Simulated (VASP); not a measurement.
```
CELL_PARAMETERS angstrom
      0.00000     3.02252     3.02252
      3.02252     0.00000     3.02252
      3.02252     3.02252     0.00000
ATOMIC_POSITIONS crystal
  Y  0.00000 0.00000 0.00000
  S  0.25000 0.25000 0.25000
```

Computed with PBEsol GGA, VASP's PBE PAW potentials (set 64) (plane waves; VASP). Settings: 400 eV cut-off, 12×12×12 Γ-centred mesh, tetrahedra with Blöchl corrections, potentials Y_sv S.

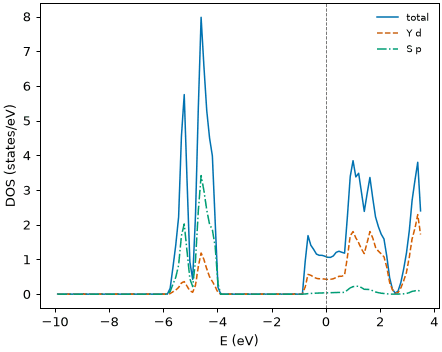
Figure: Total and projected density of states, zero at the Fermi level

Within 2 eV below the Fermi level the largest weight inside VASP's projection spheres is Y d.

It has no gap at this level: it comes out as a metal or semimetal.

The structure was generated: YS was put into the zinc blende type (F-43m), which need not be its known phase. It was relaxed first, which changed the volume by -30 %. The electron count is odd and the run is not spin-polarised, which forces a metal.
